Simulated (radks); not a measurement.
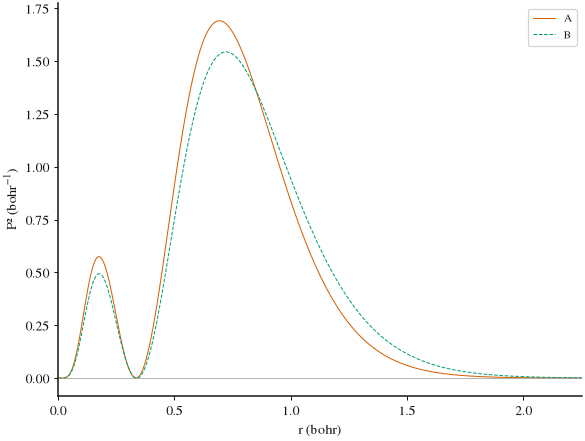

Two charge states of xenon were computed: Xe¹¹⁺ in [Kr] 4d7 (high spin); Xe¹⁵⁺ in [Kr] 4d3 (high spin). Method: non-relativistic Kohn-Sham, LB94 model potential, spin-polarised, spherical densities, point nucleus; computed with the in-house radial solver radks.

The plot shows P² of the 4d up orbital in both runs.

**Which curve belongs to which run?**

A is Xe¹⁵⁺ in [Kr] 4d3 (high spin) (⟨r⟩ = 0.751 bohr, eigenvalue −374.9 eV); B is Xe¹¹⁺ in [Kr] 4d7 (high spin) (⟨r⟩ = 0.804 bohr, eigenvalue −260.2 eV). Fewer electrons screen less, so the orbital shrinks.
